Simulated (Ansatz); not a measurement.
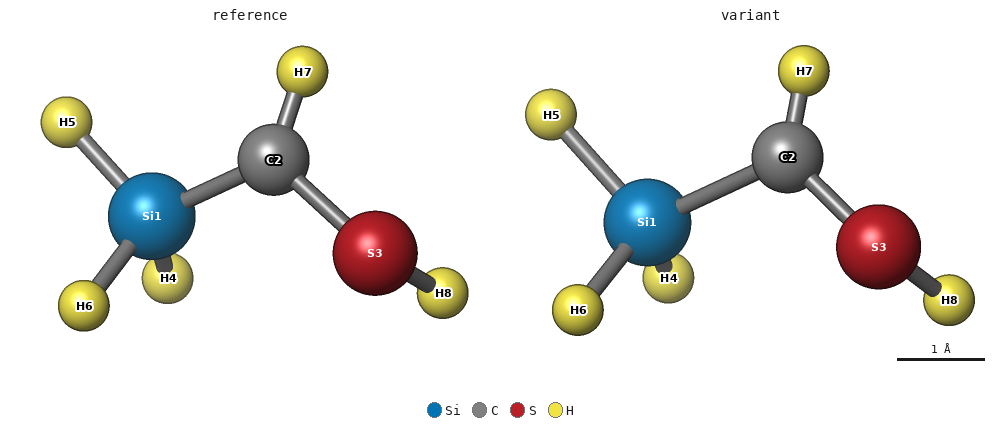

Left: CH₅SSi (charge −1). Right: the same structure after one change, at the same scale. Style: ball-and-stick. Shown at a tilt.

These are results of RKS PBE0-D4/def2-TZVPPD in Ansatz 0.2.0, not measurements. 

Question: What distinguishes the right structure from the left one?

Answer: All atoms are moved at random (σ = 0.09 Å) from the PBE0-D4/def2-TZVP minimum.

Question: What does the change do?

Answer: It costs 1.403 eV. The largest force is 6.3 eV/Å, on C2. The forces point partly back along the displacements (cosine −0.68). At other levels of theory the same distortion costs 1.300 eV (RKS PBE-D4/def2-TZVPPD), 1.389 eV (RKS r2SCAN-D4/def2-TZVPPD), 1.498 eV (RKS wB97M-V/def2-TZVPPD), 1.478 eV (RHF-CCSD(T), frozen core/def2-TZVPPD). Among the bonded contacts that change: Si1–C2 1.782 → 2.072 Å, Si1–H5 1.512 → 1.705 Å, C2–S3 1.735 → 1.585 Å, Si1–H4 1.530 → 1.415 Å. Among the angles between lasting bonds that change: S3–C2–H7 116.0° → 124.5°, H4–Si1–H6 100.5° → 108.6°.
